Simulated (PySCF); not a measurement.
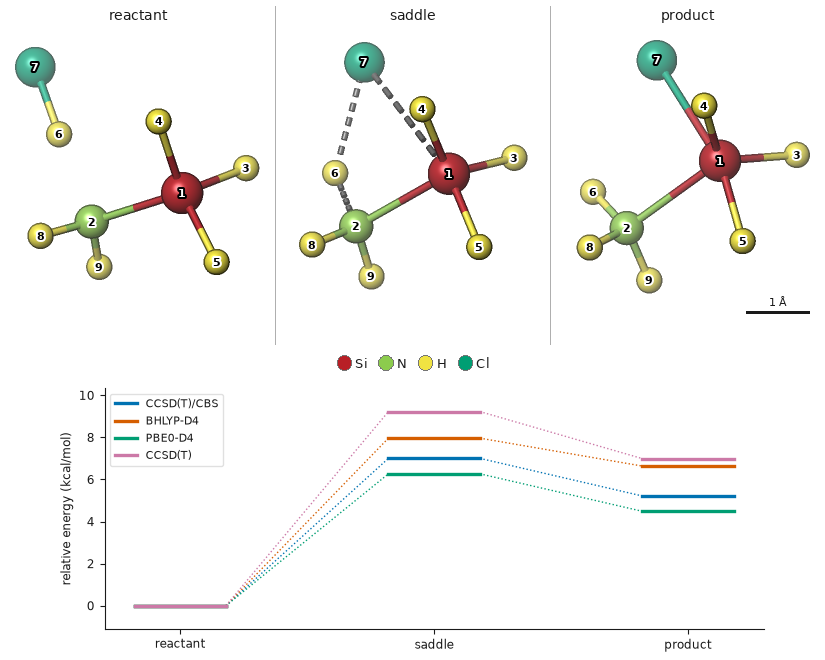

A reaction step of SiNH₆Cl, with its energy diagram. A ball-and-stick model, seen at a tilt. Dashed sticks mark bonds that form or break.

Stationary points at PBE0-D4/def2-TZVP, single-point energies with CCSD(T)/CBS, BHLYP-D4, PBE0-D4, CCSD(T) (def2-TZVPP where no basis is named; PySCF 2.14.0). The energies are electronic, without zero-point or thermal terms, and both ends are the relaxed geometries reached downhill from the saddle, with any fragments still in contact. CCSD(T)/CBS stands for a frozen-core estimate: MP2 correlation extrapolated from def2-TZVPP and def2-QZVPP, CCSD(T) minus MP2 from the smaller set.

What happens, and what does it cost?

Counted by bonded pieces, the reactant holds HCl + SiH₅N and the product holds SiH₆NCl. From the reactant over the saddle to the product, bonds form: Si1–Cl7 (3.98 → 2.80 → 2.32 Å), N2–H6 (1.75 → 1.09 → 1.02 Å). A bond breaks: H6–Cl7 (1.33 → 1.85 → 2.32 Å). The saddle has one imaginary mode, 131i cm⁻¹. The end the product keeps a soft imaginary mode of 74i cm⁻¹, so it isn't quite a minimum. With CCSD(T)/CBS the barrier is 7.0 kcal/mol from the reactant and 1.8 kcal/mol from the product, and the product lies 5.2 kcal/mol above the reactant.

```csv
level,barrier from the reactant (kcal/mol),barrier from the product (kcal/mol),the product less the reactant (kcal/mol)
CCSD(T)/CBS,7.0,1.8,5.2
BHLYP-D4,8.0,1.3,6.6
PBE0-D4,6.3,1.8,4.5
CCSD(T),9.2,2.2,7.0
```

Against CCSD(T)/CBS, PBE0-D4 comes closest on the barrier from the reactant (−0.7 kcal/mol) and CCSD(T) misses most (+2.2 kcal/mol).
